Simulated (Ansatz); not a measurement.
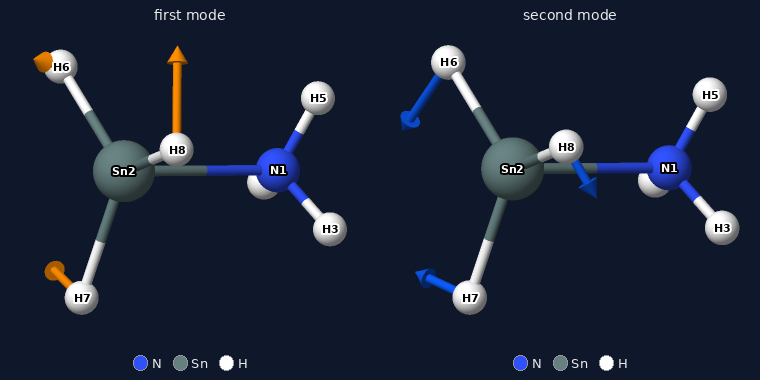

The system is H6NSn, spin multiplicity 2; the picture shows the reference structure; its two panels give the patterns of the first and the second mode as arrows. First axis: normal mode 5 (688 cm⁻¹, of the parent). Second axis: normal mode 6 (688 cm⁻¹, of the parent). Nothing is relaxed (straight displacements along the two mass-weighted modes). Grid: 13 × 13 points. At 35 points there is no value. Points are written as (first, second). Energies: cm⁻¹, counted from the lowest grid point. Near the degeneracy a single determinant is a rough description. Computed with UKS PBE0-D4/def2-TZVP in Ansatz 0.2.0.

Its coordinates:

```xyz
8

N    -0.5019    0.2052   -0.9229
Sn    0.5454   -0.2230    1.0028
H     0.0746   -0.0312   -1.7291
H    -1.3674   -0.3254   -1.0103
H    -0.7468    1.1904   -1.0108
H    -0.6632    0.2760    2.0679
H     0.7802   -1.8810    0.8031
H     1.8791    0.7889    0.7992
```

Range: normal mode 5 (688 cm⁻¹, of the parent) from −0.314 to 0.314 amu½·Å; normal mode 6 (688 cm⁻¹, of the parent) from −0.314 to 0.314 amu½·Å.

**What will the energy surface look like?**

The lowest grid point is at (0.000 amu½·Å, 0.000 amu½·Å). No other kind of well shows on this grid. The highest grid point, (0.314 amu½·Å, −0.314 amu½·Å), lies 1289 cm⁻¹ above the lowest.

```
second ↓, first →  −0.314  −0.261  −0.209  −0.157  −0.104  −0.052  0.000  0.052  0.104  0.157  0.209  0.261  0.314
            0.314    1027     874     753     666     610     587    594    631    698    793    915   1063   1233
            0.261     901       –     603     506     442       –    410      –    501      –    706      –   1014
            0.209     796     620     480     375     305     267    261    286    341    425    537    675    837
            0.157     715       –     385       –     199       –    146      –    219      –    407      –    702
            0.104     658     469     317     203     123      78     65     83    132    210    316    450    608
            0.052     626       –     278       –      79       –     16      –     80      –    263      –    555
            0.000     620     424     267     148      64      16      0     16     64    141    248    382    542
           −0.052     639       –     284       –      80       –     16      –     82      –    269      –    568
           −0.104     683     485     327     208     125      77     64     83    134    215    326    467    633
           −0.157     751       –     398       –     199       –    143      –    219      –    421      –    738
           −0.209     842     649     495     380     303     261    254    280    339    430    552    703    882
           −0.261     955       –     617       –     434       –    396      –    493      –    720      –   1066
           −0.314    1086     904     762     659     593     563    568    607    681    787    924   1092   1289
```

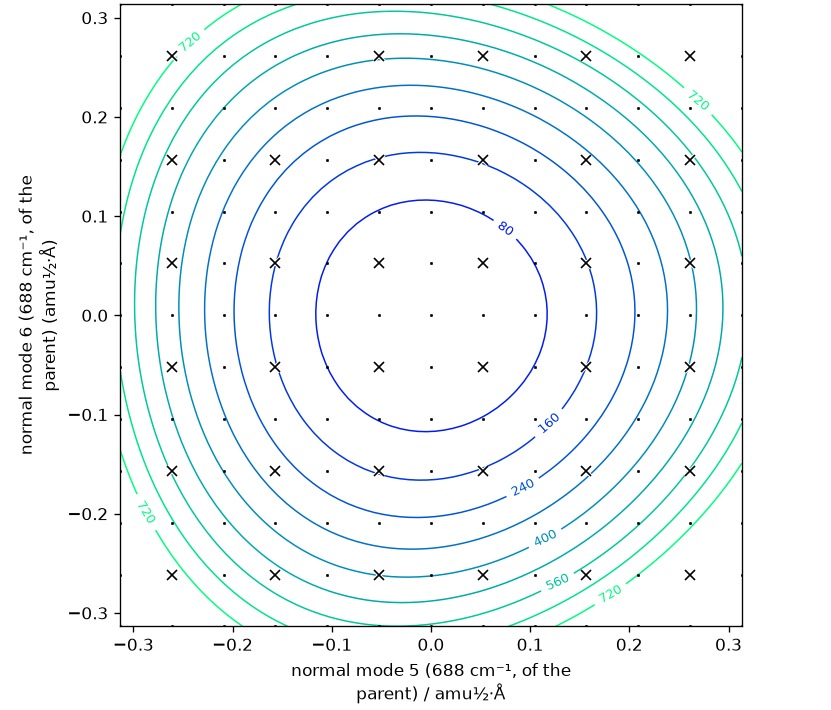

The picture shows contour lines labelled in cm⁻¹ (none above 720), crosses at grid points without a value, dots at the grid points. Between grid points the surface is interpolated.

The whole map (134 points run) took 14 min on 1 thread of Arm Neoverse V2, on a shared host.
